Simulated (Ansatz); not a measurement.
# FH10O3Si4···Cl: what the fields show

Input file:

```
crystal:
  periodic: [false, false, false]
  atoms:
    - {symbol: Si, position_ang: [0.393916, 0.006914, 0.343674]}
    - {symbol: O, position_ang: [0.676421, -0.946937, -1.137768]}
    - {symbol: Si, position_ang: [2.087645, -1.827214, -1.582684]}
    - {symbol: O, position_ang: [0.607671, 1.593278, 0.254803]}
    - {symbol: Si, position_ang: [-0.182218, 2.979720, -0.173403]}
    - {symbol: O, position_ang: [-0.435691, -0.688545, 1.526059]}
    - {symbol: Si, position_ang: [-1.986207, -0.960744, 2.027202]}
    - {symbol: F, position_ang: [1.894443, -0.434187, 0.783119]}
    - {symbol: H, position_ang: [-0.175239, -0.843259, -1.652677]}
    - {symbol: Cl, position_ang: [-1.679414, 0.216507, -0.982067]}
    - {symbol: H, position_ang: [2.300991, -2.887665, -0.583913]}
    - {symbol: H, position_ang: [1.705435, -2.381521, -2.899967]}
    - {symbol: H, position_ang: [3.206201, -0.876310, -1.693275]}
    - {symbol: H, position_ang: [-1.511816, 3.061973, 0.473746]}
    - {symbol: H, position_ang: [-0.303786, 3.073163, -1.647109]}
    - {symbol: H, position_ang: [0.675549, 4.087008, 0.317302]}
    - {symbol: H, position_ang: [-2.778557, 0.290430, 2.024259]}
    - {symbol: H, position_ang: [-1.865821, -1.466150, 3.417392]}
    - {symbol: H, position_ang: [-2.629122, -1.996662, 1.185404]}
basis:
  gaussian: {orbitals: def2-TZVPP}
hamiltonian: {xc: pbe0, dispersion: d4}
output: {orbitals: {seedname: orbitals}}
```

Launched as:

```sh
ansatz run in.yaml --threads 4 --pin off --events-out ev --progress --plain --max-ram 46080MiB --backend cuda --devices 0, --max-vram 37GiB
```

A transition-state structure; geometry: PBE0-D4/def2-TZVP.

Computed with RKS PBE0-D4/def2-TZVPP (Ansatz 0.2.0).

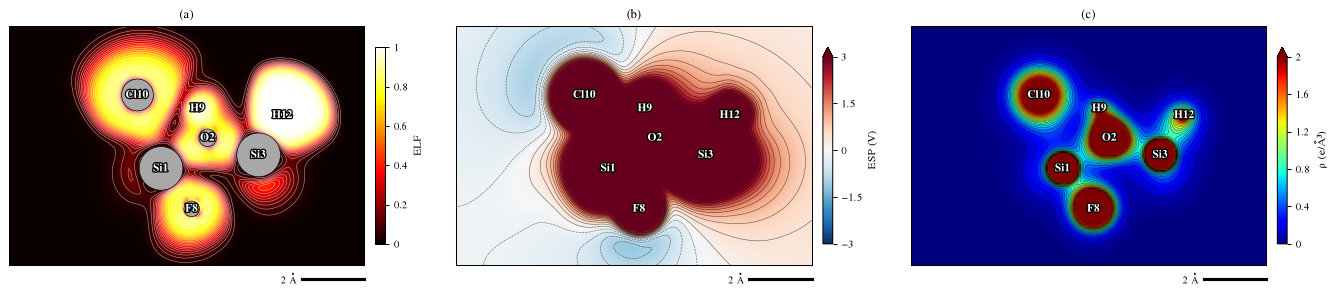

Figure 1. (a) electron localisation function; (b) molecular electrostatic potential; (c) total electron density on the plane of atoms Si3, O2 and H9. Grey discs cover the atomic cores in the ELF map.

> What do the fields say about this system?

Atoms in the plane: Si, O, F, H and Cl. Si1···Cl10 (2.47 Å): the density falls to about 0.32 e/Å³ on the way; the ELF peaks at about 0.85 between the atoms. Cl10···H9 (1.96 Å): the density falls to about 0.32 e/Å³ on the way; the ELF dips to about 0.25 between them; a closed-shell contact with the geometry of a hydrogen bond. Si–F (1.62 Å): the density is about 1.1 e/Å³ at the midpoint; the ELF peaks at about 0.85 in the valence shell of F, 0.6 Å from its nucleus, and is about 0.60 at the midpoint. O–H (1.00 Å): ρ is about 3.6 e/Å³ halfway; the ELF climbs to about 1 towards the hydrogen, as it does in any bond to H; an ordinary covalent bond to hydrogen. Si–O (1.72 Å): the density is about 0.98 e/Å³ at the midpoint; the ELF peaks at about 0.90 between the atoms, as expected for a polar covalent bond. The ELF also peaks beside F8, away from the bonds: lone-pair regions. Outside the dense part of the complex the potential is most negative (−1.1 V) near F8.

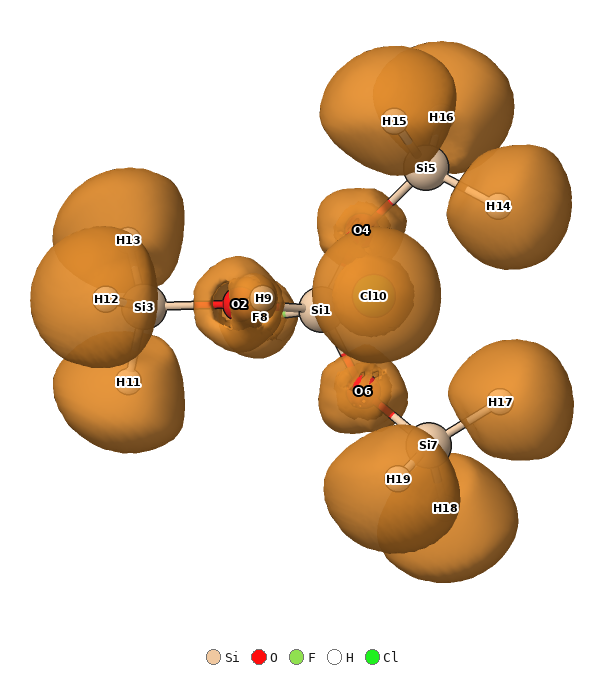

Figure 2. Isosurface of the electron localisation function at 0.8 (orange), seen across its widest extent. Core shells and regions of very low density are left out.

> Identify the bonds, lone pairs and shells in this picture.

The surface consists of nine regions around hydrogen nuclei, one region wrapped around Cl (its valence shell), one region wrapped around F (its valence shell), two regions wrapped around O (the valence shell of each) and one joined region spread over several atoms (H, O), in which their bonds and any lone pairs are merged.

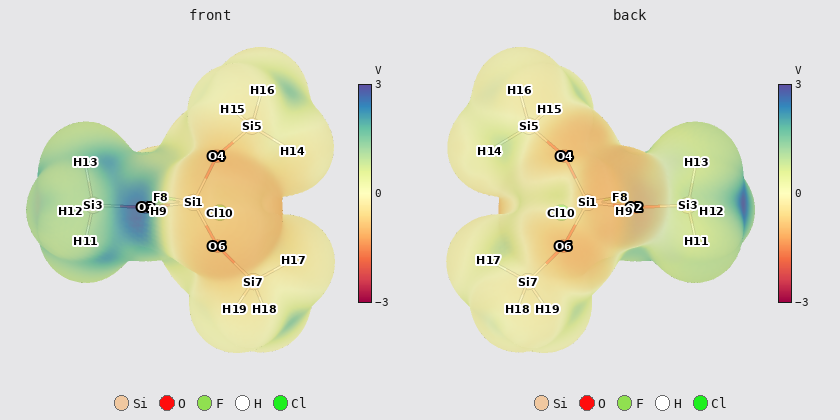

Figure 3. The electrostatic potential painted on the density surface at 0.002 e/bohr³, seen from the front and from behind; red is negative and blue positive.

> Which sites attract a positive test charge, and which a negative one?

A positive charge is drawn to the negative regions and a negative charge to the positive ones. The most negative region (about −1.0 V) lies over F8, the most positive (about +2.6 V) over Si3 and H9.
